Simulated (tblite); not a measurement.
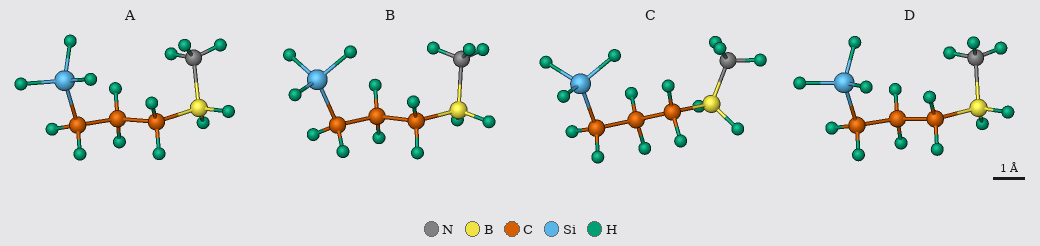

4 geometries from one relaxation of C$_{3}$H$_{14}$BNSi, in shuffled order. The picture is a ball-and-stick view, seen from a free direction.

Method: GFN2-xTB geometry optimisation, gas phase (tblite). 

### Put them in the order of the run, from the start to the converged end.

C, B, A, D. They are steps 0, 79, 156, 208, at +0.891 eV, +0.062 eV, +0.019 eV relative to the last. After 208 geometry steps the energy has fallen by 0.891 eV. The atom that moves furthest after the best rigid fit is an H atom (1.73 Å). By element the largest moves are H 1.73 Å, N 0.50 Å, B 0.32 Å, C 0.25 Å, Si 0.18 Å. Some distances before and after: B–N 1.513 → 1.654 Å, H–N 1.059 → 1.014 Å, C–H 1.135 → 1.094 Å, C–C 1.491 → 1.527 Å. Among the angles between lasting bonds that change: B–C–C 106.3° → 114.7°, H–C–H 112.6° → 105.8°, N–B–C 111.3° → 104.6°. Groups turn about C–Si by about 65°, B–C by about 45°, B–N by about 45°. Cost: 2.3 s on 1 thread of Arm Neoverse N1, on a shared host.
